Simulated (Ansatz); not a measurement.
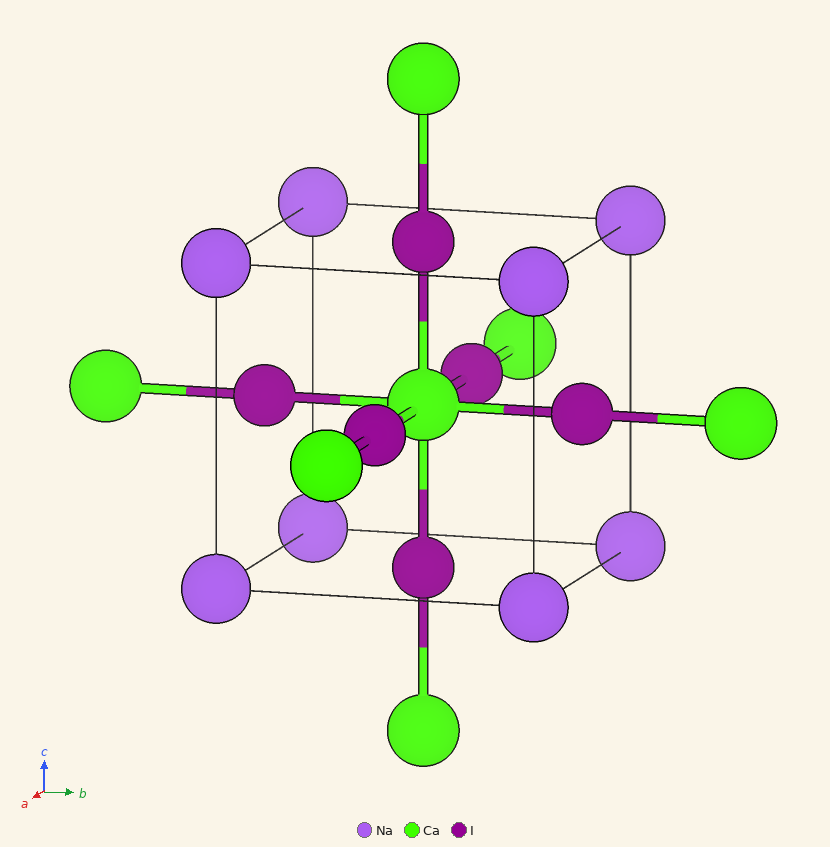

Crystal structure, ball-and-stick style, seen slightly off an axis. Atoms at the boundary of the conventional unit cell (the box) are drawn once for each face, edge or corner they touch. Bonds that leave the box are completed with the atoms at their other ends.

NaCaI3, cubic perovskite with the larger cation on the octahedral site (an inverted filling), space group Pm-3m (No. 221), a = 6.157 Å, b = 6.157 Å, c = 6.157 Å, α = 90.00°, β = 90.00°, γ = 90.00°. Origin of the cell: a structure type filled with these elements by a generator (whether the compound takes this form wasn't checked). The cell was then strained or its atoms displaced on purpose. It was the input of a calculation with Ansatz.

This one geometry was computed with Ansatz (DFT, plane waves, PAW) at three levels of theory: PBE, HSE06 and r2SCAN. It was relaxed with r2SCAN and then strained.

How does the band gap change with the level of theory?

PBE: a gap of 2.41 eV, indirect; r2SCAN: a gap of 3.08 eV, indirect; HSE06: a gap of 3.34 eV, indirect.

Collect the results in a table.

| level | cutoff (eV) | k-mesh of the run's cell | gap (eV) | pressure (GPa) |
| --- | --- | --- | --- | --- |
| PBE | 420 | 4×4×4 | 2.41 | -0.1 |
| HSE06 | 420 | 2×2×2 | 3.34 | 0.0 |
| r2SCAN | 500 | 4×4×4 | 3.08 | -0.2 |

Gaps are taken on the k-mesh or band path of each run.
